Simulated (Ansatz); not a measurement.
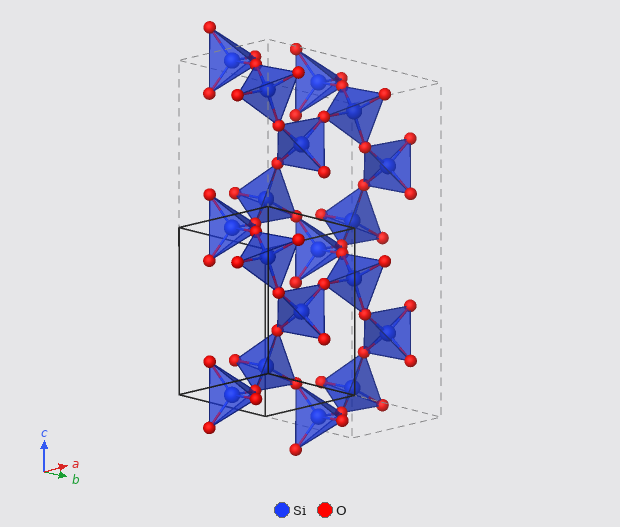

Polyhedra are drawn about Si (bonds: O–Si below 1.8 Å); other atoms are plain spheres.

SiO2 (space group P4_12_12, No. 92): coordinates from a relaxation with DFT, r2SCAN, plane waves, PAW (Ansatz 0.2.0).

Sharing among the drawn polyhedra:

```tsv
site	polyhedron	corner-sharing neighbours	edge-sharing	face-sharing	bond (Å)
Si	SiO4 tetrahedron	4	0	0	1.61
```

They form a three-dimensional framework of corner-sharing tetrahedra.
